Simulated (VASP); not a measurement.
Band structure of Sn (beta). All values below come from optB88-vdW, VASP's PBE PAW potentials (set 64) (plane waves; VASP).

Unless said otherwise, spin-orbit coupling is left out, though it shifts the bands of the heavy elements here.

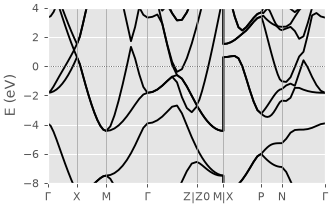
Figure. Bands along high-symmetry lines, zero at the valence-band maximum or, without a gap, the Fermi level

Question: Read the plot: is there a gap, and where are the band edges?

Answer: It has no gap at this level: it comes out as a metal or semimetal. (Edges off the drawn lines would not show.)

The compound is Sn in the beta structure. It was relaxed first, which changed the volume by +5 %.
